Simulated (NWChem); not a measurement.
# BCl2O (SMILES [O]B(Cl)Cl): how far must the basis set go?

BCl2O: 4 atoms, total charge 0, spin state doublet. SMILES: `[O]B(Cl)Cl`. The coordinates come from a PBE0-D4/def2-TZVP relaxation.

```xyz
4

O     0.1593   -1.1731   -0.7801
B     0.0215   -0.0757   -0.0457
Cl   -1.5142    0.1878    0.7378
Cl    1.3889    1.0009    0.0677
```

Program: NWChem 7.3.0. Method: UPBE0. Swept: basis set. Watched: the dipole moment. Each run: energy and properties. Hardware: 1 thread of Intel Xeon Platinum 8488C (Sapphire Rapids), shared host.

The last row is the best point of the sweep, not the limit.

| basis set | basis functions | value (D) | from the best (D) | wall time |
| --- | --- | --- | --- | --- |
| def2-SVP | 64 | 0.6625 | -0.0269 | 10 s |
| def2-SVPD | 97 | 0.7103 | +0.0208 | 23 s |
| def2-TZVP | 136 | 0.7027 | +0.0132 | 56 s |
| def2-TZVPD | 169 | 0.6895 | 0.0000 | 1.8 min |

Over the sweep the value spans 0.0477 D.

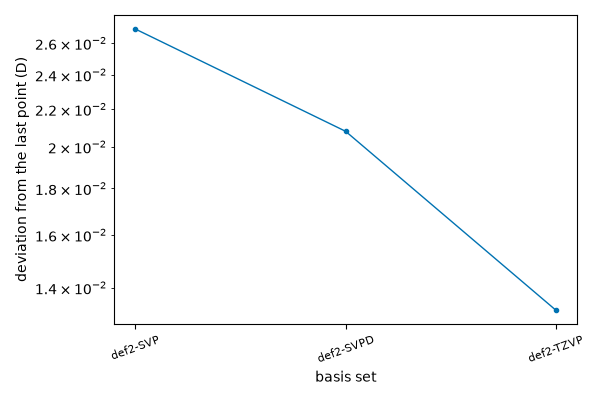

Absolute deviation from the last point of the sweep; values under 0.0001 D are drawn at that floor.
